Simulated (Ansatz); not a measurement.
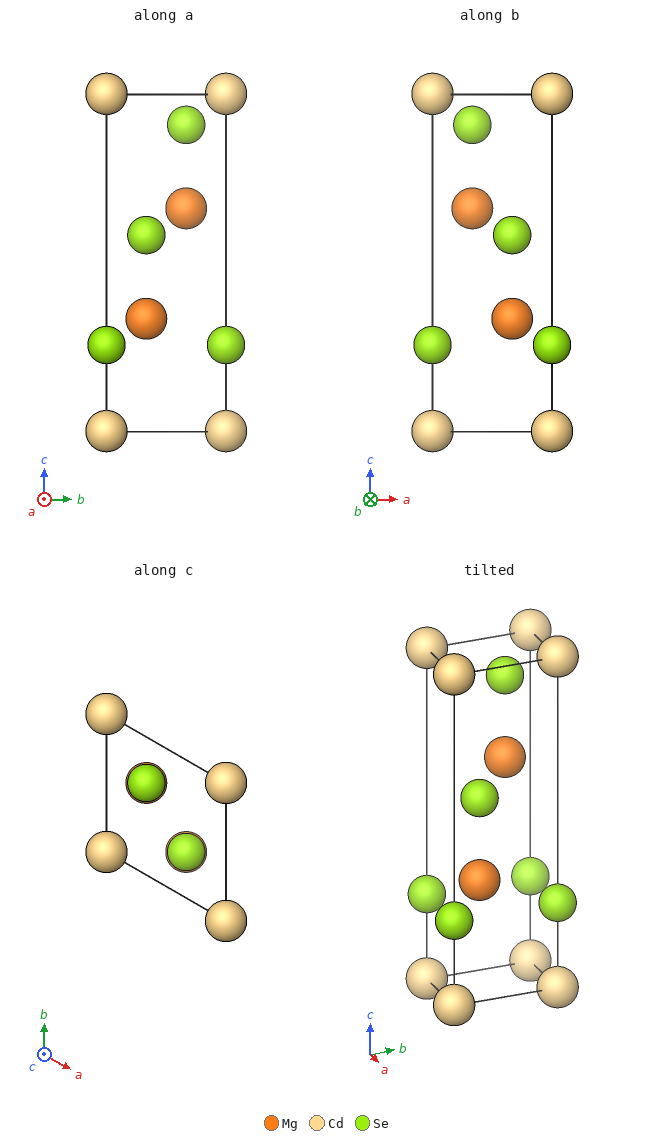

Shown here is a spheres-only view of the crystal, taken along the a axis, along the b axis, along the c axis and slightly off an axis. The frame is the conventional unit cell; atoms at its boundary are shown with their periodic copies.

Lattice parameters: a = 4.333 Å, b = 4.333 Å, c = 10.588 Å, α = 90.00°, β = 90.00°, γ = 120.00°.

### Record the structure as a table of Wyckoff sites, with free fractional coordinates to two decimals.

Space group P3m1 (No. 156).
```json
{"atom": "Mg", "site": "1c", "x": "0.6667", "y": "0.3333", "z": "0.34"}
{"atom": "Mg", "site": "1b", "x": "0.3333", "y": "0.6667", "z": "0.66"}
{"atom": "Cd", "site": "1a", "x": "0.00", "y": "0.00", "z": "0.00"}
{"atom": "Se", "site": "1a", "x": "0.00", "y": "0.00", "z": "0.26"}
{"atom": "Se", "site": "1c", "x": "0.6667", "y": "0.3333", "z": "0.58"}
{"atom": "Se", "site": "1b", "x": "0.3333", "y": "0.6667", "z": "0.91"}
```

Origin of the cell: a structure type filled with these elements by a generator (whether the compound takes this form wasn't checked). It was relaxed at fixed volume with Ansatz 0.2.0, DFT PBE, scalar-relativistic, plane waves, PAW.
